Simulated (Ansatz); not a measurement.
# What Li interstitial (started 2.07 Å from the nearest host atom) does to Ag

Take an 8-atom supercell of Ag in the fcc (Cu type) structure (space group Fm-3m, No. 225; a = 4.149 Å) at its relaxed geometry as the base.

The change: a neutral Li interstitial (started 2.07 Å from the nearest host atom), atoms relaxed at fixed cell, starting from a slightly rattled geometry.

Computed with PBE (Ansatz, an electronic-structure program; PAW; 420 eV plane waves; without spin-orbit coupling), earlier PAW set. k-mesh 7×7×7 (Γ-centred); smearing 0.05 eV (Fermi–Dirac).

| quantity | base | changed | shift |
|---|---|---|---|
| final site of the added atom | – | 6 Ag at 2.20 Å (octahedral) | – |

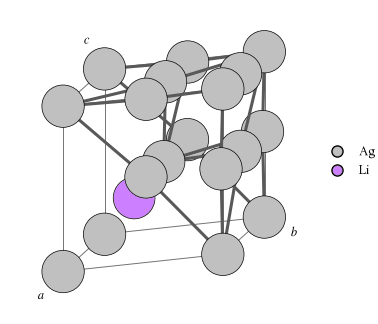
*The relaxed cell after the change*

In so small a cell the defect repeats every few ångströms: this is an ordered compound, not a dilute defect. The defect cell is not spin-polarised.
